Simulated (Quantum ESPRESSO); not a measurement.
# Cobalt: the choice of functional, part 2 of 2

Two starts of Cobalt are run at each rung of the functional.

Quantum ESPRESSO 7.5; LDA; plane waves with GBRV 1.5 LDA potentials, no spin-orbit coupling (settings of the first rung).

So far, largest spin moment in the atom's sphere (μB): step 2 (rung 1, start ferro ++, LDA GBRV, Quantum ESPRESSO) 1.72; step 4 (rung 2, start ferro ++, PBEsol GBRV, Quantum ESPRESSO) 1.77; step 5 (rung 2, start antiferro +-, PBEsol GBRV, Quantum ESPRESSO) 1.20; step 6 (rung 3, start ferro ++, PBE GBRV, Quantum ESPRESSO) 1.78; step 7 (rung 3, start antiferro +-, PBE GBRV, Quantum ESPRESSO) 1.23.

**8. Rung 4, start ferro ++**

Level of this step: WC; plane waves with GBRV 1.5 PBE potentials, no spin-orbit coupling (Quantum ESPRESSO).

pw.in reads:

```
&CONTROL
  calculation = 'scf'
  prefix = 'pwscf'
  outdir = './tmp'
  pseudo_dir = './pseudo'
  disk_io = 'nowf'
  tprnfor = .true.
  tstress = .true.
/
&SYSTEM
  ibrav = 0
  nat = 2
  ntyp = 1
  ecutwfc = 40
  ecutrho = 280
  nbnd = 26
  input_dft = 'wc'
  occupations = 'smearing'
  smearing = 'fd'
  degauss = 0.00367493
  nspin = 2
  starting_magnetization(1) = 0.1176
/
&ELECTRONS
  conv_thr = 4d-09
  electron_maxstep = 150
  mixing_beta = 0.3
/
ATOMIC_SPECIES
Co     58.9332 co_pbe_v1.2.uspp.F.UPF
CELL_PARAMETERS bohr
   4.7382992849    0.0000000000    0.0000000000
  -2.3691496424    4.1034875514    0.0000000000
   0.0000000000    0.0000000000    7.6909963546
ATOMIC_POSITIONS crystal
Co      0.3333333333    0.6666666667    0.2500000000
Co      0.6666666667    0.3333333333    0.7500000000
K_POINTS automatic
12 12 12 0 0 0
```

Started as:

```sh
$ OMP_NUM_THREADS=1 mpirun -n 2 pw.x -nk 2 -in pw.in > pw.out
```

Log:

```text
     [... lines left out ...]
Program PWSCF v.7.5 starts
     [... lines left out ...]
     number of atoms/cell      =            2
     [... lines left out ...]
     number of electrons       =        34.00
     number of Kohn-Sham states=           26
     kinetic-energy cutoff     =      40.0000  Ry
     charge density cutoff     =     280.0000  Ry
     scf convergence threshold =      4.0E-09
     [... lines left out ...]
     24 Sym. Ops., with inversion, found (12 have fractional translation)
     [... lines left out ...]
     number of k points=   133  Fermi-Dirac smearing, width (Ry)=  0.0037
     [... lines left out ...]
     iteration # 11     ecut=    40.00 Ry     beta= 0.30
     [... lines left out ...]
     Magnetic moment per site  (integrated on atomic sphere of radius R)
     atom   1 (R=0.411)  charge= 15.6070  magn=  1.7718
     atom   2 (R=0.411)  charge= 15.6070  magn=  1.7718
     [... lines left out ...]
     the Fermi energy is    17.8497 ev
!    total energy              =    -596.71230315 Ry
     estimated scf accuracy    <          1.1E-09 Ry
     smearing contrib. (-TS)   =      -0.00106181 Ry
     [... lines left out ...]
     total magnetization       =     3.39 Bohr mag/cell
     absolute magnetization    =     3.72 Bohr mag/cell
     convergence has been achieved in  11 iterations
     [... lines left out ...]
     Total force =     0.000000     Total SCF correction =     0.000000
     [... lines left out ...]
          total   stress  (Ry/bohr**3)                   (kbar)     P=     -121.57
     [... lines left out ...]
```

Run time: 32 s. Hardware: 2 MPI ranks of Intel Xeon Platinum 8259CL at 2.50GHz (Skylake/Cascade Lake), shared host; peak memory 0.23 GiB; 64 s of CPU time.

This step gave:

```yaml
magnetization: 3.393 μB
final_state: ferromagnetic
largest_moment: 1.772 μB
```

**9. Rung 4, start antiferro +-**

Edit pw.in of step 8 so:

```diff
@@ -12,6 +12,6 @@
   nat = 2
-  ntyp = 1
+  ntyp = 2
   ecutwfc = 40
   ecutrho = 280
-  nbnd = 26
+  nbnd = 24
   input_dft = 'wc'
@@ -22,2 +22,3 @@
   starting_magnetization(1) = 0.1176
+  starting_magnetization(2) = -0.1176
 /
@@ -29,3 +30,4 @@
 ATOMIC_SPECIES
-Co     58.9332 co_pbe_v1.2.uspp.F.UPF
+Co1    58.9332 co_pbe_v1.2.uspp.F.UPF
+Co2    58.9332 co_pbe_v1.2.uspp.F.UPF
 CELL_PARAMETERS bohr
@@ -35,4 +37,4 @@
 ATOMIC_POSITIONS crystal
-Co      0.3333333333    0.6666666667    0.2500000000
-Co      0.6666666667    0.3333333333    0.7500000000
+Co1     0.3333333333    0.6666666667    0.2500000000
+Co2     0.6666666667    0.3333333333    0.7500000000
 K_POINTS automatic
```

Log:

```text
     [... lines left out ...]
Program PWSCF v.7.5 starts
     [... lines left out ...]
     number of atoms/cell      =            2
     [... lines left out ...]
     number of electrons       =        34.00
     number of Kohn-Sham states=           24
     kinetic-energy cutoff     =      40.0000  Ry
     charge density cutoff     =     280.0000  Ry
     scf convergence threshold =      4.0E-09
     [... lines left out ...]
     12 Sym. Ops. (no inversion) found ( 6 have fractional translation)
     [... lines left out ...]
     number of k points=   133  Fermi-Dirac smearing, width (Ry)=  0.0037
     [... lines left out ...]
     iteration # 15     ecut=    40.00 Ry     beta= 0.30
     [... lines left out ...]
     Magnetic moment per site  (integrated on atomic sphere of radius R)
     atom   1 (R=0.411)  charge= 15.6094  magn=  1.2004
     atom   2 (R=0.411)  charge= 15.6094  magn= -1.2014
     [... lines left out ...]
     the Fermi energy is    17.8569 ev
!    total energy              =    -596.67479888 Ry
     estimated scf accuracy    <          1.4E-09 Ry
     smearing contrib. (-TS)   =      -0.00283473 Ry
     [... lines left out ...]
     total magnetization       =    -0.00 Bohr mag/cell
     absolute magnetization    =     2.46 Bohr mag/cell
     convergence has been achieved in  15 iterations
     [... lines left out ...]
     Total force =     0.000000     Total SCF correction =     0.000000
     [... lines left out ...]
          total   stress  (Ry/bohr**3)                   (kbar)     P=     -172.58
     [... lines left out ...]
```

Elapsed: 34 s, on 2 MPI ranks; peak memory 0.23 GiB; 68 s of CPU time.

Numbers from this step:

```
magnetization  : 0 μB
final state    : antiferromagnetic
largest moment : 1.201 μB
```

**10. Rung 5, start ferro ++**

pw.in reads:

```
&CONTROL
  calculation = 'scf'
  prefix = 'pwscf'
  outdir = './tmp'
  pseudo_dir = './pseudo'
  disk_io = 'nowf'
  tprnfor = .true.
  tstress = .true.
/
&SYSTEM
  ibrav = 0
  nat = 2
  ntyp = 1
  ecutwfc = 40
  ecutrho = 280
  nbnd = 26
  input_dft = 'revpbe'
  occupations = 'smearing'
  smearing = 'fd'
  degauss = 0.00367493
  nspin = 2
  starting_magnetization(1) = 0.1176
/
&ELECTRONS
  conv_thr = 4d-09
  electron_maxstep = 150
  mixing_beta = 0.3
/
ATOMIC_SPECIES
Co     58.9332 co_pbe_v1.2.uspp.F.UPF
CELL_PARAMETERS bohr
   4.7382992849    0.0000000000    0.0000000000
  -2.3691496424    4.1034875514    0.0000000000
   0.0000000000    0.0000000000    7.6909963546
ATOMIC_POSITIONS crystal
Co      0.3333333333    0.6666666667    0.2500000000
Co      0.6666666667    0.3333333333    0.7500000000
K_POINTS automatic
12 12 12 0 0 0
```

Log:

```text
     [... lines left out ...]
Program PWSCF v.7.5 starts
     [... lines left out ...]
     number of atoms/cell      =            2
     [... lines left out ...]
     number of electrons       =        34.00
     number of Kohn-Sham states=           26
     kinetic-energy cutoff     =      40.0000  Ry
     charge density cutoff     =     280.0000  Ry
     scf convergence threshold =      4.0E-09
     [... lines left out ...]
     24 Sym. Ops., with inversion, found (12 have fractional translation)
     [... lines left out ...]
     number of k points=   133  Fermi-Dirac smearing, width (Ry)=  0.0037
     [... lines left out ...]
     iteration # 11     ecut=    40.00 Ry     beta= 0.30
     [... lines left out ...]
     Magnetic moment per site  (integrated on atomic sphere of radius R)
     atom   1 (R=0.411)  charge= 15.6076  magn=  1.7818
     atom   2 (R=0.411)  charge= 15.6076  magn=  1.7818
     [... lines left out ...]
     the Fermi energy is    18.1212 ev
!    total energy              =    -597.06776118 Ry
     estimated scf accuracy    <          1.3E-09 Ry
     smearing contrib. (-TS)   =      -0.00104710 Ry
     [... lines left out ...]
     total magnetization       =     3.39 Bohr mag/cell
     absolute magnetization    =     3.77 Bohr mag/cell
     convergence has been achieved in  11 iterations
     [... lines left out ...]
     Total force =     0.000000     Total SCF correction =     0.000000
     [... lines left out ...]
          total   stress  (Ry/bohr**3)                   (kbar)     P=        6.83
     [... lines left out ...]
```

Elapsed: 31 s, on 2 MPI ranks; peak memory 0.23 GiB.

Numbers from this step:

```yaml
magnetization: 3.389 μB
final_state: ferromagnetic
largest_moment: 1.782 μB
```

**11. Rung 5, start antiferro +-**

Edit pw.in of step 10 so:

```diff
@@ -12,6 +12,6 @@
   nat = 2
-  ntyp = 1
+  ntyp = 2
   ecutwfc = 40
   ecutrho = 280
-  nbnd = 26
+  nbnd = 24
   input_dft = 'revpbe'
@@ -22,2 +22,3 @@
   starting_magnetization(1) = 0.1176
+  starting_magnetization(2) = -0.1176
 /
@@ -29,3 +30,4 @@
 ATOMIC_SPECIES
-Co     58.9332 co_pbe_v1.2.uspp.F.UPF
+Co1    58.9332 co_pbe_v1.2.uspp.F.UPF
+Co2    58.9332 co_pbe_v1.2.uspp.F.UPF
 CELL_PARAMETERS bohr
@@ -35,4 +37,4 @@
 ATOMIC_POSITIONS crystal
-Co      0.3333333333    0.6666666667    0.2500000000
-Co      0.6666666667    0.3333333333    0.7500000000
+Co1     0.3333333333    0.6666666667    0.2500000000
+Co2     0.6666666667    0.3333333333    0.7500000000
 K_POINTS automatic
```

Log:

```text
     [... lines left out ...]
Program PWSCF v.7.5 starts
     [... lines left out ...]
     number of atoms/cell      =            2
     [... lines left out ...]
     number of electrons       =        34.00
     number of Kohn-Sham states=           24
     kinetic-energy cutoff     =      40.0000  Ry
     charge density cutoff     =     280.0000  Ry
     scf convergence threshold =      4.0E-09
     [... lines left out ...]
     12 Sym. Ops. (no inversion) found ( 6 have fractional translation)
     [... lines left out ...]
     number of k points=   133  Fermi-Dirac smearing, width (Ry)=  0.0037
     [... lines left out ...]
     iteration # 15     ecut=    40.00 Ry     beta= 0.30
     [... lines left out ...]
     Magnetic moment per site  (integrated on atomic sphere of radius R)
     atom   1 (R=0.411)  charge= 15.6097  magn=  1.2470
     atom   2 (R=0.411)  charge= 15.6097  magn= -1.2478
     [... lines left out ...]
     the Fermi energy is    18.1274 ev
!    total energy              =    -597.02895914 Ry
     estimated scf accuracy    <          1.8E-09 Ry
     smearing contrib. (-TS)   =      -0.00279276 Ry
     [... lines left out ...]
     total magnetization       =    -0.00 Bohr mag/cell
     absolute magnetization    =     2.56 Bohr mag/cell
     convergence has been achieved in  15 iterations
     [... lines left out ...]
     Total force =     0.000000     Total SCF correction =     0.000000
     [... lines left out ...]
          total   stress  (Ry/bohr**3)                   (kbar)     P=      -37.64
     [... lines left out ...]
```

Run time: 35 s. Hardware: 2 MPI ranks; peak memory 0.23 GiB.

This step gave:

```
magnetization  : 0 μB
final state    : antiferromagnetic
largest moment : 1.248 μB
```

**12. Rung 6, start ferro ++**

pw.in reads:

```
&CONTROL
  calculation = 'scf'
  prefix = 'pwscf'
  outdir = './tmp'
  pseudo_dir = './pseudo'
  disk_io = 'nowf'
  tprnfor = .true.
  tstress = .true.
/
&SYSTEM
  ibrav = 0
  nat = 2
  ntyp = 1
  ecutwfc = 40
  ecutrho = 280
  nbnd = 26
  input_dft = 'rpbe'
  occupations = 'smearing'
  smearing = 'fd'
  degauss = 0.00367493
  nspin = 2
  starting_magnetization(1) = 0.1176
/
&ELECTRONS
  conv_thr = 4d-09
  electron_maxstep = 150
  mixing_beta = 0.3
/
ATOMIC_SPECIES
Co     58.9332 co_pbe_v1.2.uspp.F.UPF
CELL_PARAMETERS bohr
   4.7382992849    0.0000000000    0.0000000000
  -2.3691496424    4.1034875514    0.0000000000
   0.0000000000    0.0000000000    7.6909963546
ATOMIC_POSITIONS crystal
Co      0.3333333333    0.6666666667    0.2500000000
Co      0.6666666667    0.3333333333    0.7500000000
K_POINTS automatic
12 12 12 0 0 0
```

Log:

```text
     [... lines left out ...]
Program PWSCF v.7.5 starts
     [... lines left out ...]
     number of atoms/cell      =            2
     [... lines left out ...]
     number of electrons       =        34.00
     number of Kohn-Sham states=           26
     kinetic-energy cutoff     =      40.0000  Ry
     charge density cutoff     =     280.0000  Ry
     scf convergence threshold =      4.0E-09
     [... lines left out ...]
     24 Sym. Ops., with inversion, found (12 have fractional translation)
     [... lines left out ...]
     number of k points=   133  Fermi-Dirac smearing, width (Ry)=  0.0037
     [... lines left out ...]
     iteration # 11     ecut=    40.00 Ry     beta= 0.30
     [... lines left out ...]
     Magnetic moment per site  (integrated on atomic sphere of radius R)
     atom   1 (R=0.411)  charge= 15.6073  magn=  1.7834
     atom   2 (R=0.411)  charge= 15.6073  magn=  1.7834
     [... lines left out ...]
     the Fermi energy is    18.1558 ev
!    total energy              =    -597.10364573 Ry
     estimated scf accuracy    <          1.6E-09 Ry
     smearing contrib. (-TS)   =      -0.00104463 Ry
     [... lines left out ...]
     total magnetization       =     3.39 Bohr mag/cell
     absolute magnetization    =     3.78 Bohr mag/cell
     convergence has been achieved in  11 iterations
     [... lines left out ...]
     Total force =     0.000000     Total SCF correction =     0.000000
     [... lines left out ...]
          total   stress  (Ry/bohr**3)                   (kbar)     P=       22.43
     [... lines left out ...]
```

It took 28 s on 2 MPI ranks; peak memory 0.23 GiB; 56 s of CPU time.

Numbers from this step:

* magnetization: 3.389 μB
* final state: ferromagnetic
* largest moment: 1.783 μB

**13. Rung 6, start antiferro +-**

Edit pw.in of step 12 so:

```diff
@@ -12,6 +12,6 @@
   nat = 2
-  ntyp = 1
+  ntyp = 2
   ecutwfc = 40
   ecutrho = 280
-  nbnd = 26
+  nbnd = 24
   input_dft = 'rpbe'
@@ -22,2 +22,3 @@
   starting_magnetization(1) = 0.1176
+  starting_magnetization(2) = -0.1176
 /
@@ -29,3 +30,4 @@
 ATOMIC_SPECIES
-Co     58.9332 co_pbe_v1.2.uspp.F.UPF
+Co1    58.9332 co_pbe_v1.2.uspp.F.UPF
+Co2    58.9332 co_pbe_v1.2.uspp.F.UPF
 CELL_PARAMETERS bohr
@@ -35,4 +37,4 @@
 ATOMIC_POSITIONS crystal
-Co      0.3333333333    0.6666666667    0.2500000000
-Co      0.6666666667    0.3333333333    0.7500000000
+Co1     0.3333333333    0.6666666667    0.2500000000
+Co2     0.6666666667    0.3333333333    0.7500000000
 K_POINTS automatic
```

Log:

```text
     [... lines left out ...]
Program PWSCF v.7.5 starts
     [... lines left out ...]
     number of atoms/cell      =            2
     [... lines left out ...]
     number of electrons       =        34.00
     number of Kohn-Sham states=           24
     kinetic-energy cutoff     =      40.0000  Ry
     charge density cutoff     =     280.0000  Ry
     scf convergence threshold =      4.0E-09
     [... lines left out ...]
     12 Sym. Ops. (no inversion) found ( 6 have fractional translation)
     [... lines left out ...]
     number of k points=   133  Fermi-Dirac smearing, width (Ry)=  0.0037
     [... lines left out ...]
     iteration # 15     ecut=    40.00 Ry     beta= 0.30
     [... lines left out ...]
     Magnetic moment per site  (integrated on atomic sphere of radius R)
     atom   1 (R=0.411)  charge= 15.6094  magn=  1.2545
     atom   2 (R=0.411)  charge= 15.6094  magn= -1.2553
     [... lines left out ...]
     the Fermi energy is    18.1621 ev
!    total energy              =    -597.06466111 Ry
     estimated scf accuracy    <          1.8E-09 Ry
     smearing contrib. (-TS)   =      -0.00278541 Ry
     [... lines left out ...]
     total magnetization       =    -0.00 Bohr mag/cell
     absolute magnetization    =     2.58 Bohr mag/cell
     convergence has been achieved in  15 iterations
     [... lines left out ...]
     Total force =     0.000000     Total SCF correction =     0.000000
     [... lines left out ...]
          total   stress  (Ry/bohr**3)                   (kbar)     P=      -21.13
     [... lines left out ...]
```

The job ended after 36 s (2 MPI ranks; peak memory 0.23 GiB).

This step gave:

| Item | Value |
| --- | --- |
| magnetization | 0 μB |
| final state | antiferromagnetic |
| largest moment | 1.255 μB |

**14. The rungs together**

Ladder, by row:

```csv
rung,functional,potentials,state from the first start,state from the second start,second less first (meV a seeded atom),"moment, first (μB)","moment, second (μB)",CPU time (s)
1,LDA,GBRV 1.5 LDA,ferromagnetic,antiferromagnetic,225,1.72,1.006,152.1
2,PBEsol,GBRV 1.5 PBEsol,ferromagnetic,antiferromagnetic,257,1.773,1.2,116.6
3,PBE,GBRV 1.5 PBE,ferromagnetic,antiferromagnetic,260.6,1.777,1.227,129.2
4,WC,GBRV 1.5 PBE,ferromagnetic,antiferromagnetic,255.1,1.772,1.201,132.1
5,revPBE,GBRV 1.5 PBE,ferromagnetic,antiferromagnetic,264,1.782,1.248,130.1
6,RPBE,GBRV 1.5 PBE,ferromagnetic,antiferromagnetic,265.2,1.783,1.255,128.5
```

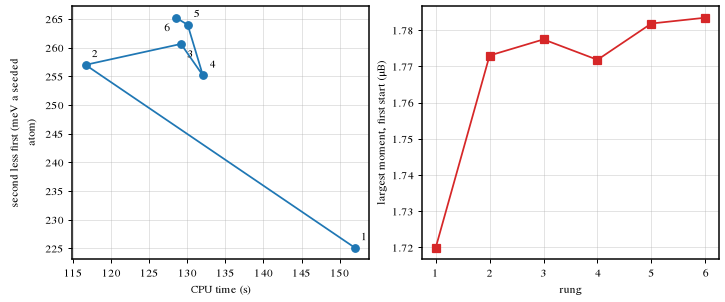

Result against cost, rungs numbered as in the table, and the moment by rung.

**15. What came out**

- range of the largest moment, first start: 1.72 to 1.78 μB; second start 1.01 to 1.26 μB
- range of CPU time: 1.9 min to 2.5 min
- range of the energy difference: 225 to 265 meV a seeded atom

For the first start the functionals give moments from 1.72 to 1.78 μB; all use the same cell, so differences in their own lattice constants don't enter. Rungs 4, 5 and 6 use pseudopotentials made with another functional.

[Logs and program files are shortened in this print: banners, set-up blocks, solver, clock and traceback lines can be left out without a mark of their own.]

[Logs are printed without paths, hosts, clocks, repeated set-up lines and the standing remarks that a program may print on its own settings, such as how far it seeks lower states.]

[Hosts, paths, dates, database ids (printed as entryN), source tags and the programs' standing remarks are cut or masked in the printed files.]

[Where a cell is said to come from a database of computed structures, the database is the Materials Project.]
